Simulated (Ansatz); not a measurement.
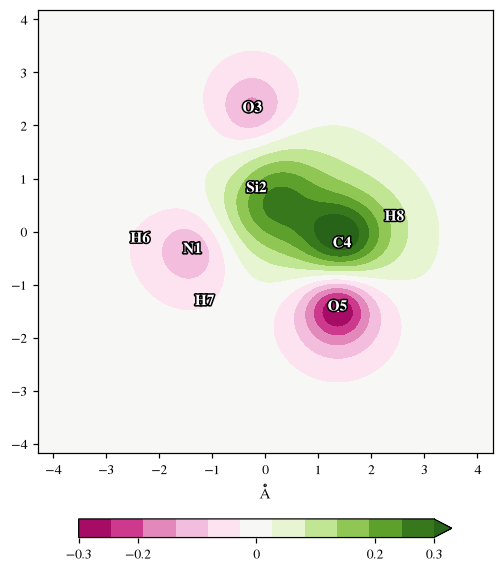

*CH3NO2Si (SMILES N[Si](=O)C=O). The LUMO on a plane 0.8 Å above the molecular plane (values in Å⁻³ᐟ²; the overall sign is arbitrary).*

All numbers below come from RKS BHLYP-D4/def2-SVP in Ansatz.

| atom | x (Å) | y (Å) | z (Å) |
| --- | --- | --- | --- |
| N | -0.7453 | 0.8813 | 0.8079 |
| Si | -0.2599 | -0.6682 | 0.4214 |
| O | -0.6136 | -1.9970 | 1.0551 |
| C | 0.9065 | -0.4147 | -1.0766 |
| O | 1.0986 | 0.6977 | -1.4777 |
| H | -1.3708 | 1.1205 | 1.5579 |
| H | -0.4086 | 1.6666 | 0.2734 |
| H | 1.3930 | -1.2862 | -1.5614 |

Question: Describe this orbital and give its energy.

Answer: It lies mainly on C4 (about 35 %), O5 (about 25 %), Si2 (about 25 %) and O3 (about 5 %); it changes sign across the molecular plane (π type); π-bonding across Si2–C4; π-antibonding (a node) across C4–O5. Its energy is −1.28 eV.
